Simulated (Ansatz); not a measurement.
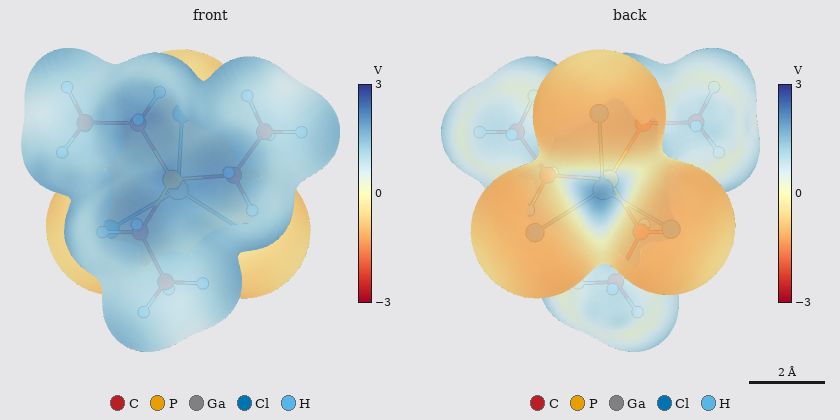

Figure 1: C$_{6}$H$_{15}$Cl$_{3}$GaP (SMILES CC[P+](CC)(CC)[Ga-]([Cl])([Cl])[Cl]). The molecular electrostatic potential painted on the density surface at 0.004 e/bohr³, seen from the front and from behind; the colour scale runs from red (negative) to blue (positive).

Geometry: PBE0-D4/def2-TZVP.

Computed with RKS PBE0-D4/def2-TZVPP in Ansatz 0.2.0.

```yaml
atoms:
  - { symbol: C, position_ang: [1.4426, 2.3218, 0.5930] }
  - { symbol: C, position_ang: [0.6757, 1.1769, 1.2404] }
  - { symbol: P, position_ang: [-0.0380, 0.0220, 0.0316] }
  - { symbol: C, position_ang: [-1.2630, 0.9474, -0.9416] }
  - { symbol: C, position_ang: [-1.9681, 0.0910, -1.9846] }
  - { symbol: C, position_ang: [-0.9401, -1.2491, 0.9670] }
  - { symbol: C, position_ang: [-0.0361, -2.0911, 1.8570] }
  - { symbol: Ga, position_ang: [1.6469, -0.9435, -1.3648] }
  - { symbol: Cl, position_ang: [1.8646, 0.4833, -2.9934] }
  - { symbol: Cl, position_ang: [0.8059, -2.8602, -1.9599] }
  - { symbol: Cl, position_ang: [3.3857, -1.0925, -0.0649] }
  - { symbol: H, position_ang: [0.7944, 2.9558, -0.0144] }
  - { symbol: H, position_ang: [1.8924, 2.9499, 1.3638] }
  - { symbol: H, position_ang: [2.2459, 1.9492, -0.0451] }
  - { symbol: H, position_ang: [1.3486, 0.5804, 1.8625] }
  - { symbol: H, position_ang: [-0.1317, 1.5433, 1.8834] }
  - { symbol: H, position_ang: [-0.7089, 1.7527, -1.4316] }
  - { symbol: H, position_ang: [-1.9747, 1.4090, -0.2489] }
  - { symbol: H, position_ang: [-1.2530, -0.3633, -2.6727] }
  - { symbol: H, position_ang: [-2.5538, -0.7089, -1.5284] }
  - { symbol: H, position_ang: [-2.6505, 0.7079, -2.5716] }
  - { symbol: H, position_ang: [-1.7296, -0.7557, 1.5438] }
  - { symbol: H, position_ang: [-1.4242, -1.8831, 0.2192] }
  - { symbol: H, position_ang: [-0.6215, -2.8681, 2.3513] }
  - { symbol: H, position_ang: [0.7463, -2.5817, 1.2752] }
  - { symbol: H, position_ang: [0.4441, -1.4935, 2.6337] }
```

Describe the electrostatic potential map.

Answer. The most negative region (about −1.1 V) lies over Cl9, Cl10 and Cl11, the most positive (about +2.1 V) over P3, H16, H18 and H22.
